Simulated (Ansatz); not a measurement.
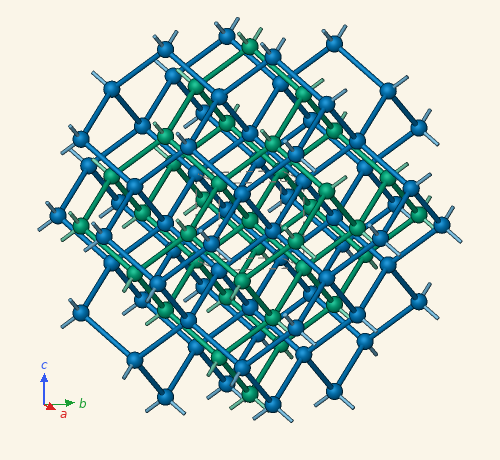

The picture shows a finite piece of the underlying net of a crystal structure, nodes on the atoms' positions. Colours tell the separate nets apart. Short stubs are edges that leave the cut-out.

> What net is this?

A uninodal 4-connected, three-periodic net, with two interpenetrating copies. It is the dia net, known from diamond, zinc blende and cristobalite.

> Give point symbol and coordination sequence.

6^6, sequence 4, 12, 24, 42, 64, 92.

Where the net comes from. SiN₂ (space group Pn-3m, No. 224). Coordinates: the end point of a relaxation with DFT PBE, scalar-relativistic, plane waves, PAW in Ansatz 0.2.0; the starting structure was generated, so it need not be a known form of this composition. Bonds are taken as N–Si below 1.9 Å; no other contact counts. The graph is simplified in the usual way: terminal and isolated atoms are pruned, two-connected atoms become edges. Si is a 4-connected node. N becomes part of the edges.
